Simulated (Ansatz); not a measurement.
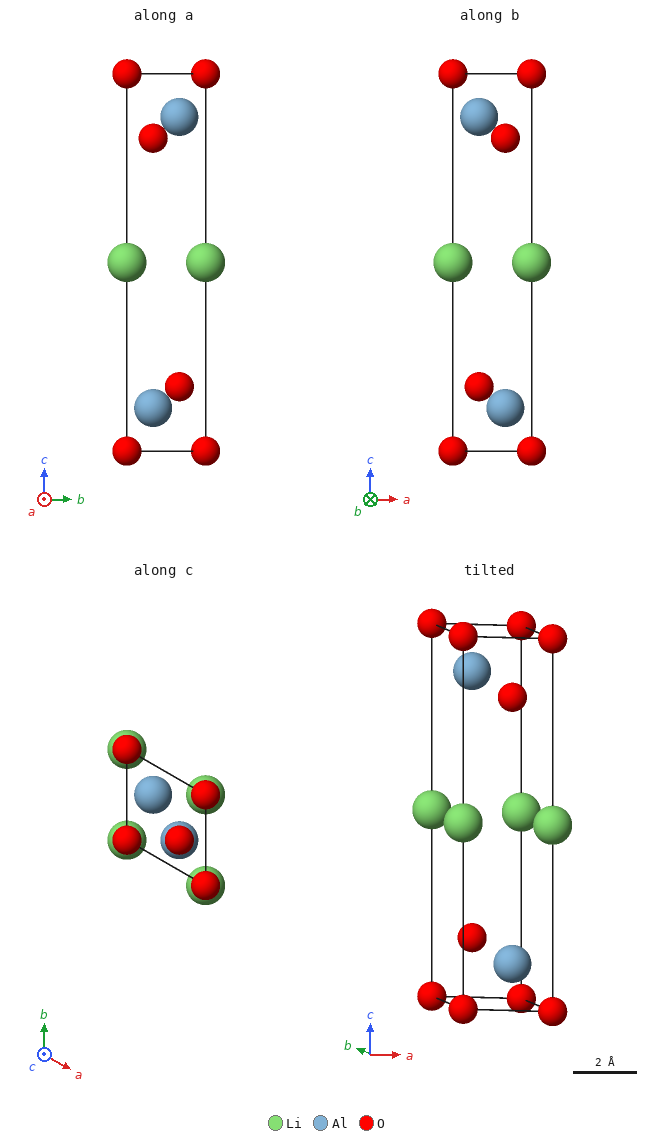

Crystal structure, spheres-only style, seen along the a axis, along the b axis, along the c axis and slightly off an axis. The conventional unit cell is outlined; an atom on or near a face, edge or corner is repeated at each equivalent position.

Lattice parameters: a = 2.8974 Å, b = 2.8974 Å, c = 12.0393 Å, α = 90.000°, β = 90.000°, γ = 120.000°.

**Express the structure as a CIF with its space group and independent sites, with free fractional coordinates to two decimals.**

```cif
data_structure
_symmetry_space_group_name_H-M 'P -3 m 1'
_symmetry_Int_Tables_number 164
_cell_length_a 2.8974
_cell_length_b 2.8974
_cell_length_c 12.0393
_cell_angle_alpha 90.000
_cell_angle_beta 90.000
_cell_angle_gamma 120.000
_cell_volume 87.53
loop_
_atom_site_label
_atom_site_type_symbol
_atom_site_symmetry_multiplicity
_atom_site_Wyckoff_symbol
_atom_site_fract_x
_atom_site_fract_y
_atom_site_fract_z
_atom_site_occupancy
Li1 Li 1 b 0.00 0.00 0.50 1
Al1 Al 2 d 0.6667 0.3333 0.11 1
O1 O 1 a 0.00 0.00 0.00 1
O2 O 2 d 0.3333 0.6667 0.17 1
```

The structure was taken from a structure type filled with these elements by a generator (whether the compound takes this form wasn't checked). Earlier steps of the study may have refined or changed the cell and positions. It went into a calculation with Ansatz.
